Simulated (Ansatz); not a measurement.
The figure comes from a scan of KMgH3 (cubic perovskite): volume and axial ratio are varied about the relaxed values (subscript 0). These are r2SCAN (plane waves to 500 eV, PAW, scalar-relativistic; Ansatz, a first-principles code) values and carry that method's errors. k mesh 8×8×8 (Γ-centred), Fermi-Dirac smearing 0.05 eV. The energy includes the smearing's −TS. KMgH3 was relaxed with its symmetry unable to fall. The zero of ΔE is the relaxed starting cell.

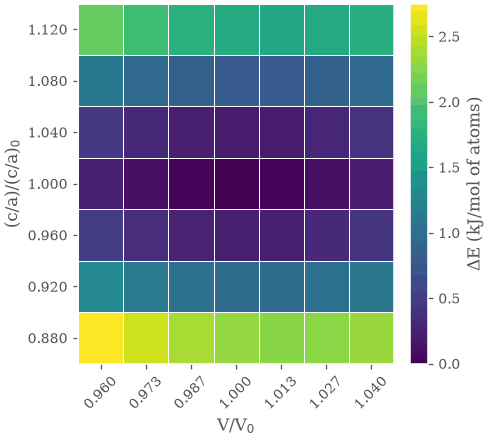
Figure. ΔE (kJ/mol of atoms), one tile a computed point.

Problem. List the plotted points as numbers.

Solution. To the nearest 0.5:

ΔE (kJ/mol of atoms), with V/V₀ across and (c/a)/(c/a)₀ down:

```csv
(c/a)/(c/a)₀ \ V/V₀,0.960,0.973,0.987,1.000,1.013,1.027,1.040
0.880,3.0,2.5,2.5,2.5,2.5,2.5,2.5
0.920,1.5,1.0,1.0,1.0,1.0,1.0,1.0
0.960,0.5,0.5,0.5,0.0,0.0,0.5,0.5
1.000,0.0,0.0,0.0,0.0,0.0,0.0,0.0
1.040,0.5,0.5,0.0,0.0,0.0,0.5,0.5
1.080,1.0,1.0,1.0,1.0,1.0,1.0,1.0
1.120,2.0,2.0,2.0,1.5,1.5,1.5,1.5
```

(A scan under strain: stresses follow from slopes of the energy per volume, elastic moduli from its curvatures.)
